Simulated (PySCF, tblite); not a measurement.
# C4H4FO2S radical: geometry, infrared bands and EPR parameters

Aim: predict the infrared bands and EPR parameters of C4H4FO2S radical (`C[C]1OC(=S)O[C@H]1F`).

Programs: tblite 0.8.0 and PySCF 2.14.0, with density-fitted response routines of our own. Each step states its level of theory. These are calculated values for one molecule in the gas phase, unless marked as measured. Atoms are numbered from 0 throughout.

### 1 The molecule as given

12 atoms, charge 0, multiplicity 2; geometry from: force field or distance geometry start.

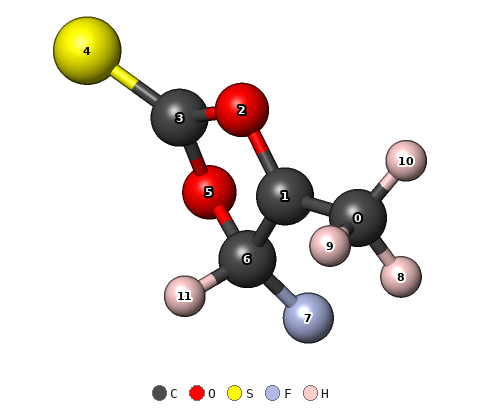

The starting geometry (carbon dark grey, oxygen red, sulfur yellow, fluorine light blue, hydrogen pink), atoms numbered.

### 2 Relaxing the molecule with GFN2-xTB

The job: settings as JSON, then the geometry in Å.

```
{"job": {"kind": "relax", "xc": "GFN2-xTB", "basis": "xTB"}, "charge": 0, "multiplicity": 2}
C     -1.631400    -0.489900     0.349300
C     -0.267300    -0.238800     0.099300
O      0.724000    -1.216200     0.110800
C      1.887800    -0.550400    -0.281000
S      3.441900    -1.060500     0.008200
O      1.490400     0.615000    -0.938400
C      0.301900     1.057900    -0.283600
F     -0.472700     1.850900    -1.052400
H     -2.264600     0.300200    -0.148200
H     -1.868200    -0.382900     1.448000
H     -2.018900    -1.474200     0.030400
H      0.678300     1.588300     0.631500
```

On the command line:

```console
> OMP_NUM_THREADS=1 python probes_run.py task.json out
```

This one command runs all jobs of the session in turn.

**Question.** This job is followed by: GFN2-xTB harmonic vibrations, gas phase; UKS B3LYP, pcH-1 on C F H O S, non-relativistic, mean-field spin-orbit, GIAO. What will the session give for the following? strongest single infrared mode (GFN2-xTB); zero-point energy (GFN2-xTB); g(iso) (B3LYP); ⟨S²⟩; largest a(iso) (averaged by class); potential on the surface of density 0.002 e/bohr³, 1st and 99th percentile.

**Answer**, as computed:

```
                                                                  quantity                 value
                                 strongest single infrared mode (GFN2-xTB)  820 cm⁻¹, 184 km/mol
                                              zero-point energy (GFN2-xTB)         47.0 kcal/mol
                                                            g(iso) (B3LYP)               2.00470
                                                                      ⟨S²⟩    0.757 (exact 0.75)
                                        largest a(iso) (averaged by class)  19F on F7, 265.4 MHz
potential on the surface of density 0.002 e/bohr³, 1st and 99th percentile    -1.12 V and 1.68 V
```

What this shows: Relaxing lowered the energy by 0.905 eV in 86 steps; the close pair that moved most is O2–C3, from 1.397 to 1.331 Å. No mode is imaginary among the 30: a minimum at this level. The strongest single mode, at 820 cm⁻¹, moves mainly C6. Unscaled tight-binding wavenumbers are off by several per cent, some by more. Its intensities can rank the bands wrongly. C1 carries the largest spin population, 0.81 e. The isotropic g lies 2.4 ppt above the free-electron value. The conformer search found further structures of the same energy, which may be mirror or relabelled copies of this one.
